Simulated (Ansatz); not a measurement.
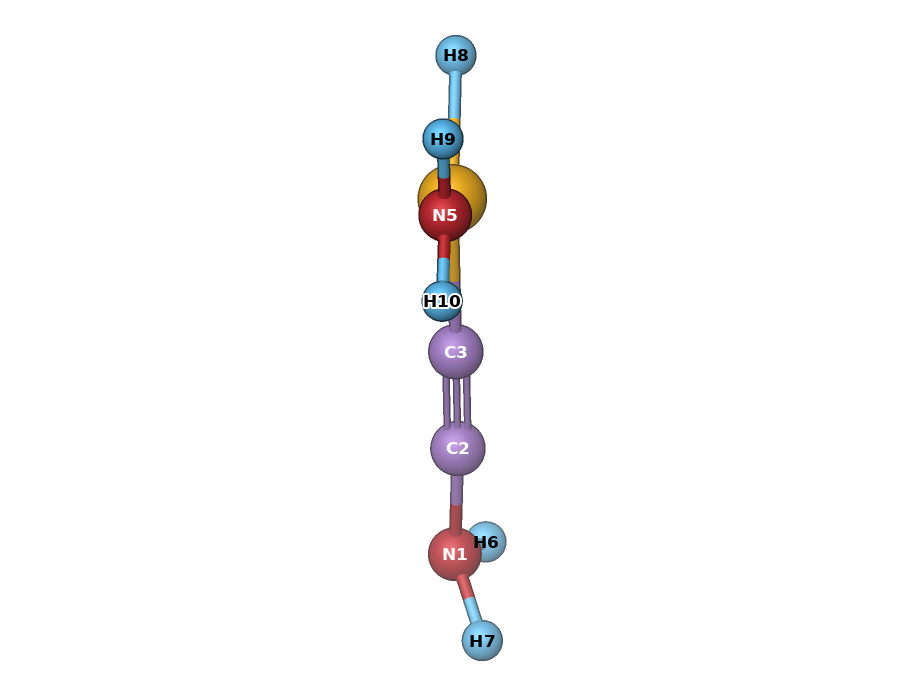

Al4 lies behind N5. The molecule seen nearly along the N5–Al4 bond, N5 in front. Depth is shown by fading: the farther an atom, the more it takes the colour of the background. The geometry was computed by an optimisation with PBE0-D4/def2-TZVP.

### What is the torsion angle H9–N5–Al4–C3? The sign is positive where the front bond must turn clockwise to cover the back bond.

180°, antiperiplanar (anti).
